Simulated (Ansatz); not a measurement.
Consider AlFH₂O₂···HCl.

Input

```
crystal:
  periodic: [false, false, false]
  atoms:
    - { symbol: Al, position_ang: [0.054999, -0.410483, 0.029226] }
    - { symbol: F, position_ang: [-0.062955, -0.248237, 1.691713] }
    - { symbol: O, position_ang: [1.588763, -0.57817, -0.603284] }
    - { symbol: H, position_ang: [1.903583, -0.668998, -1.483921] }
    - { symbol: O, position_ang: [-1.336429, -0.521615, -0.887032] }
    - { symbol: H, position_ang: [-2.249597, -0.439617, -0.680349] }
    - { symbol: Cl, position_ang: [0.023142, 2.826926, 1.151828] }
    - { symbol: H, position_ang: [0.038895, 1.841892, 2.035619] }
basis:
  gaussian: { orbitals: def2-SVP }
hamiltonian:
  xc: hf
relax:
  f_tol: 0.03
  max_steps: 50
output:
  orbitals: {}
```

Launched as:

```sh
ansatz run input.yaml --threads 1 --pin off --max-ram 2048MiB --backend cpu --events-out ev --progress --plain --runs-dir out
```

The fields are those of the run's last geometry, not of the input's.

Theory: RHF/def2-SVP in Ansatz 0.2.0.

**What will maps of the electron density and electron localisation function show?**

Al–O (1.68 Å): ρ is about 0.88 e/Å³ halfway; the ELF peaks at about 0.90 in the valence shell of O, 0.6 Å from its nucleus, and is about 0.35 at the midpoint.
O–H (0.94 Å): the density is about 3.8 e/Å³ at the midpoint; the ELF climbs to about 1 towards the hydrogen, as it does in any bond to H: an ordinary covalent bond to hydrogen.

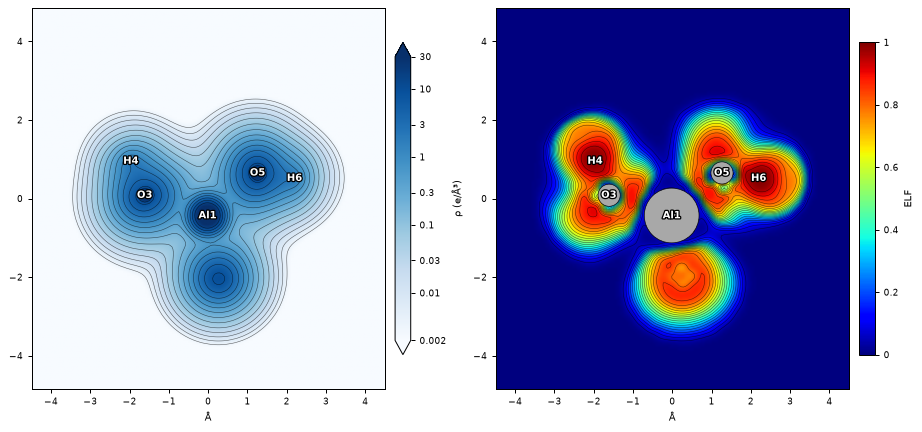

Computed electron density and electron localisation function on the plane of atoms Al1, O5 and H6, in this order. Grey discs cover the atomic cores in the ELF map. 
